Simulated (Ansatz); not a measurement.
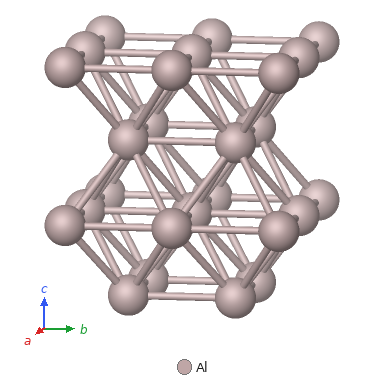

System: Cl2 on a slab of content Al. The picture shows the clean slab (repeated in the plane, vacuum cut away).

Starting cell:
```xyz
16
Lattice="5.6324 0.0000 0.0000 0.0000 5.6324 0.0000 0.0000 0.0000 22.9741" Properties=species:S:1:pos:R:3 pbc="T T T"
Al    1.4081    1.4081    8.5000
Al    1.4081    4.2243    8.5000
Al    4.2243    1.4081    8.5000
Al    4.2243    4.2243    8.5000
Al    2.8162    2.8162   10.4914
Al    2.8162    0.0000   10.4914
Al    0.0000    2.8162   10.4914
Al    0.0000    0.0000   10.4914
Al    4.2243    4.2243   12.5659
Al    4.2243    1.4081   12.5659
Al    1.4081    4.2243   12.5659
Al    1.4081    1.4081   12.5659
Al    0.0000    0.0000   14.6297
Al    0.0000    2.8162   14.6297
Al    2.8162    0.0000   14.6297
Al    2.8162    2.8162   14.6297
```

Method: adsorption at several starting sites on a slab cut from the named crystal, one adsorbate a surface cell, the lower planes held, the adsorption energy counts from the clean slab and the free, spin-polarised adsorbate, negative where bound, plane waves with PAW datasets, Γ-centred k mesh (Ansatz 0.2.0). Level: PBE with D3(BJ), no spin polarisation.

```csv
setting,value
crystal formula,Al
crystal space group number,225
Miller index h,1
Miller index k,0
Miller index l,0
top plane,Al
bottom plane,Al
planes,4
surface cell,"(2, 2)"
slab thickness as cut,5.97 Å
vacuum,17 Å
surface area,31.72 Å²
wave cutoff,420 eV
k mesh,5×5×1
occupations,Gaussian
smearing width,0.1 eV
boundary,dipole corrected
adsorbate,Cl2
```

Sites are named by a rule of distances and placed in fractions of the cell vectors a and b; the slab's top layers relax too; key: 1 = top site at (0.00, 0.00); 2 = bridge site at (0.00, 0.25); 3 = hollow over site at (0.75, 0.75).

Predict the adsorption energy of each starting site.

The adsorbate slid sideways from no. 1 (by 2.2 Å) and no. 3 (by 1.4 Å). Among these starts the lowest are no. 2 and no. 3, which are equal within what the calculation resolves; no. 1 is 0.180 eV higher.

```
starting site  adsorption energy (eV)  height over highest slab atom (Å)  lateral move (Å)  dipole change (e Å)
        no. 1                  -4.222                              0.171              2.24               -0.263
        no. 2                  -4.402                              1.908              0.01               -0.079
        no. 3                  -4.402                              1.907              1.40               -0.079
```

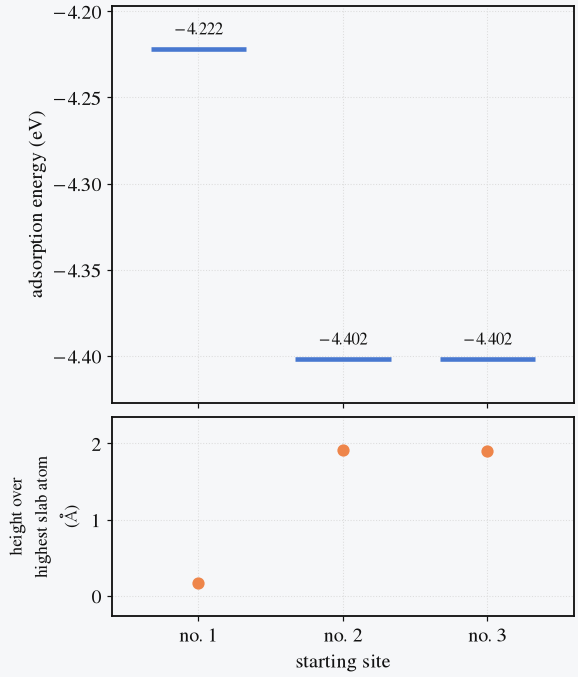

Note: xc potential rough in thin density.
